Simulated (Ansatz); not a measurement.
## Electronic structure of CH3ClIn (doublet) in real space

```xyz
6

C     0.8359    0.1157   -0.8673
Cl   -0.9479   -1.4870    2.1269
In   -0.6355   -1.4670   -0.2613
H     1.8030   -0.2081   -0.4567
H     0.4882    1.0371   -0.3790
H     0.8715    0.2160   -1.9585
```

Geometry: r2SCAN-D4/def2-SVP; core potentials replace the inner electrons of In.

Theory: isolated molecule in a Gaussian basis; Kohn-Sham density functional theory, functional PBE0 in Ansatz 0.2.0.

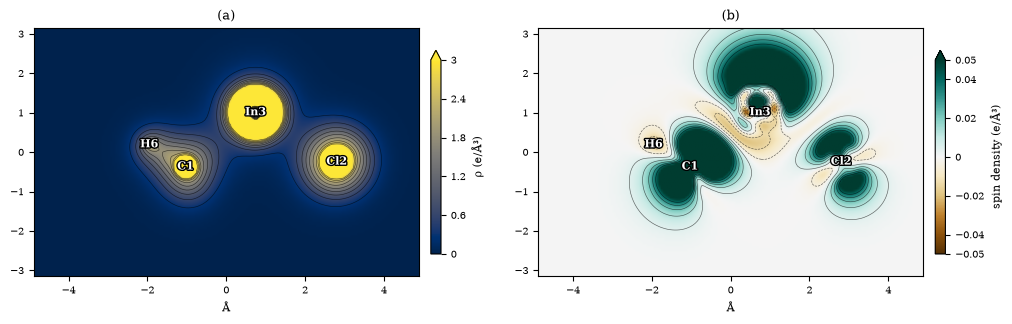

Figure 1. (a) electron density; (b) spin density on the plane of atoms C1, In3 and Cl2.

Q: Describe what can be read from this map.

A:
- The section cuts through C, Cl, In and H sites.
- C–In (2.24 Å): ρ is about 0.56 e/Å³ halfway.
- In–Cl (2.41 Å): ρ is about 0.5 e/Å³ halfway.
- C–H (1.10 Å): ρ is about 2 e/Å³ halfway.
- The unpaired spin (1 electron) lies mostly on In3 (about 0.6), C1 (about 0.3) and Cl2 (about 0.1), in electrons by Hirshfeld's partition.

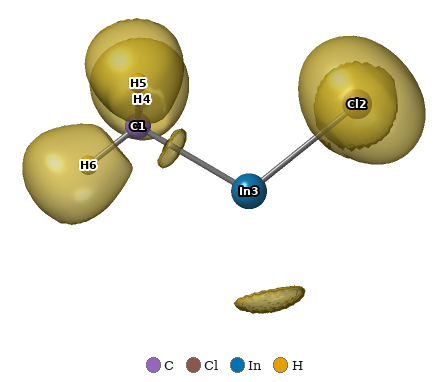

Figure 2. Isosurface of the ELF at 0.8 (yellow), seen across its widest extent. Core shells and regions of very low density are left out.

Q: What do the ELF domains correspond to?

A: The surface consists of three regions around hydrogen nuclei, one lobe of the valence shell of C pointing towards In (polar bonds), one lobe on In, pointing away from the bonds (non-bonding electrons) and one region wrapped around Cl (its valence shell). Along the contacts the grid gives the following. C–In (2.24 Å): the ELF peaks at about 0.85 in the valence shell of C, 0.7 Å from its nucleus, and drops to about 0.20 between the two atoms. In–Cl (2.41 Å): the ELF peaks at about 0.80 in the valence shell of Cl, 0.9 Å from its nucleus, and drops to about 0.15 between the two atoms.

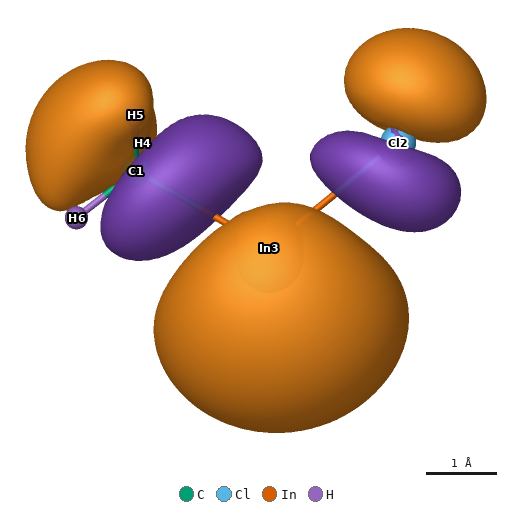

Figure 3. One frontier orbital at ±0.06 Å⁻³ᐟ² (orange and purple are the two phases), seen at a tilt.

Q: Which orbital is it: HOMO (α) or LUMO (α)?

A: The HOMO (α), at −6.11 eV. It lies mainly on In3 (about 60 %), C1 (about 20 %) and Cl2 (about 15 %).
